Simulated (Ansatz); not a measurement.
CH4SSi (SMILES CS[SiH])

The calculation's input:

```
crystal:
  periodic: [false, false, false]
  atoms:
    - { symbol: C, position_ang: [-0.8138, 0.6434, -0.3067] }
    - { symbol: S, position_ang: [-0.1313, -0.3543, 0.9605] }
    - { symbol: Si, position_ang: [-1.54338, -0.1044, 2.53469] }
    - { symbol: H, position_ang: [-1.7157, 1.136, 0.0578] }
    - { symbol: H, position_ang: [-0.1826, 1.4947, -0.6102] }
    - { symbol: H, position_ang: [-1.0985, 0.1139, -1.2098] }
    - { symbol: H, position_ang: [-1.11069, -0.95101, 3.72451] }
basis:
  gaussian: { orbitals: "6-31G*" }
hamiltonian:
  xc: lda
relax:
  f_tol: 0.015
  max_steps: 40
output:
  orbitals: {}
```

Run with:

```sh
ansatz run input.yaml --threads 1 --pin off --max-ram 2048MiB --backend cpu --events-out ev --progress --plain --runs-dir out
```

The fields are those of the relaxed geometry.

Level of theory: RKS LDA/6-31G* (Ansatz 0.2.0).

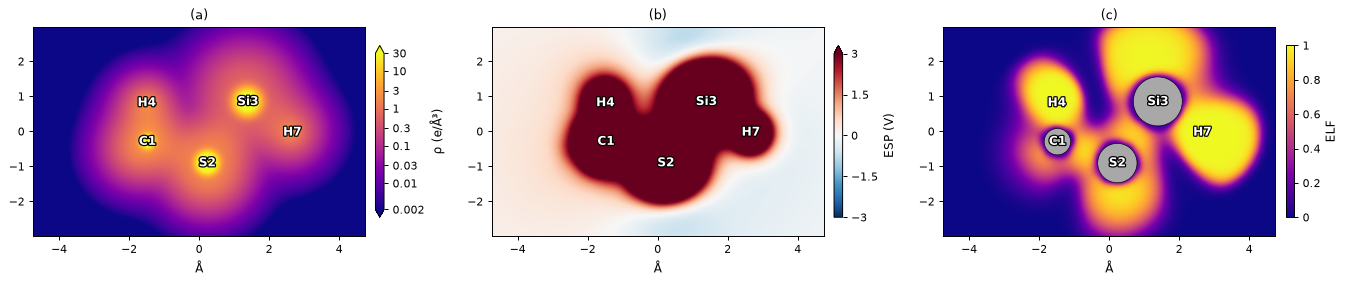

Figure 1. (a) total electron density; (b) electrostatic potential; (c) electron localisation function on the plane of atoms S2, C1 and H4. Grey discs cover the atomic cores in the ELF map.

### What does the map show?

- The section cuts through C, S, Si and H sites.
- C–S (1.82 Å): the density is about 1.2 e/Å³ at the midpoint; the ELF peaks at about 0.90 between the atoms, as expected for localised, covalent bonding.
- Si–S (2.11 Å): ρ is about 0.84 e/Å³ halfway; the ELF peaks at about 0.90 between the atoms; a shared electron pair.
- C–H (1.11 Å): the density is about 1.9 e/Å³ at the midpoint; the ELF climbs to about 1 towards the hydrogen, as it does in any bond to H; an ordinary covalent bond to hydrogen.
- Si–H (1.55 Å): ρ is about 0.73 e/Å³ halfway; the ELF climbs to about 1 towards the hydrogen.
- The ELF also peaks beside S2 and Si3, away from the bonds: lone-pair regions.
- Outside the dense part of the molecule the potential is most negative (−0.8 V) near Si3.

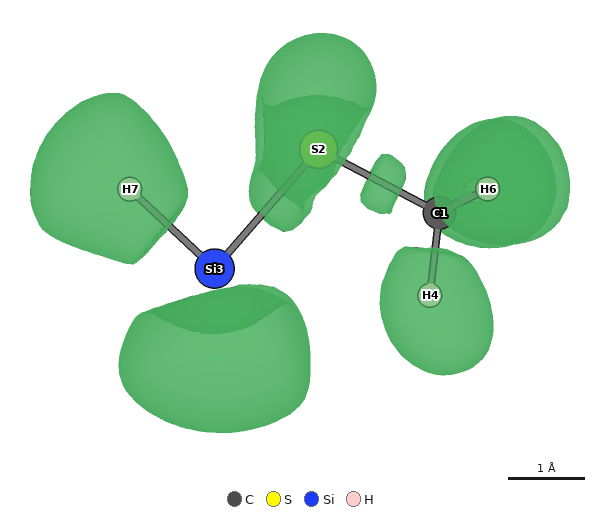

Figure 2. Isosurface of the ELF at 0.8 (green), seen across its widest extent. Only the valence region is drawn (cores and ρ < 0.01 e/Å³ removed).

### What do the ELF domains correspond to?

At this value the surface marks out one region between bonded C–S atoms (shared pairs), four regions around hydrogen nuclei, one region on S in which the atom's valence shell and bonds are merged and one lobe on Si, pointing away from the bonds (lone pairs).

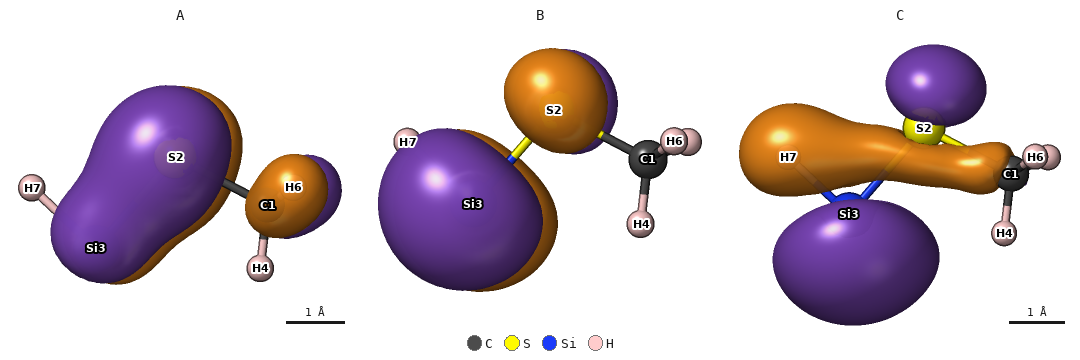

Figure 3. Three frontier orbitals at ±0.1 Å⁻³ᐟ² (orange and purple are the two phases), in no order.

### Which picture is the HOMO−1, the HOMO and the LUMO?

A is the HOMO−1 (−6.74 eV). By Hirshfeld shares it lies mainly on S2 (about 65 %), Si3 (about 20 %) and C1 (about 5 %). C is the HOMO (−5.69 eV). Its weight (Hirshfeld) is mainly on Si3 (about 65 %), S2 (about 20 %) and H7 (about 10 %). B is the LUMO (−3.16 eV). Its weight (Hirshfeld) is mainly on Si3 (about 75 %) and S2 (about 20 %).

### What is the HOMO–LUMO gap?

2.53 eV between the orbital energies.
